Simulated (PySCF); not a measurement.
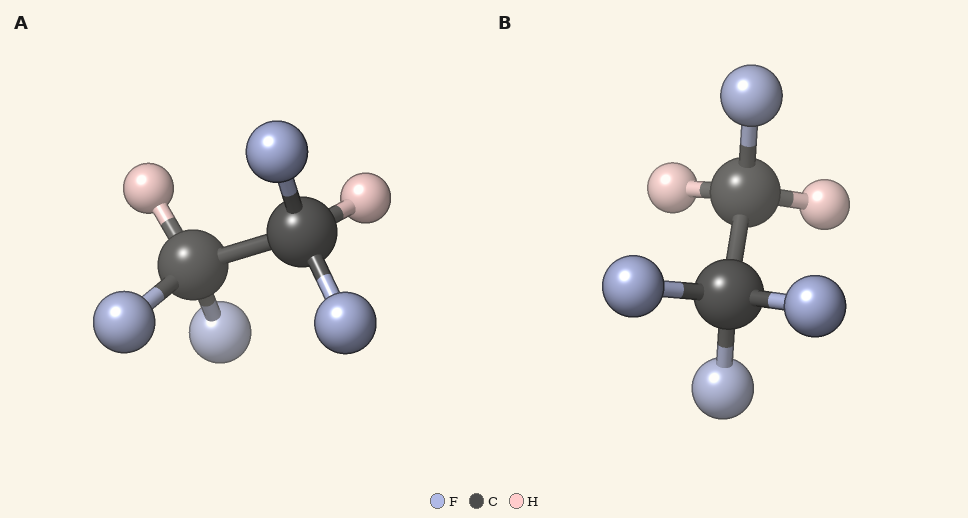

Atoms fade into the background with distance from the viewer. Computed geometry: PBE0-D3(BJ)/def2-SVP optimisation. No frequency run is at hand to confirm it as a minimum.

> How are A and B related: the same structure turned, mirror images, conformers, diastereomers or constitutional isomers?

They are constitutional isomers of C2H2F4: A is FC(F)C(F)F, B is FCC(F)(F)F
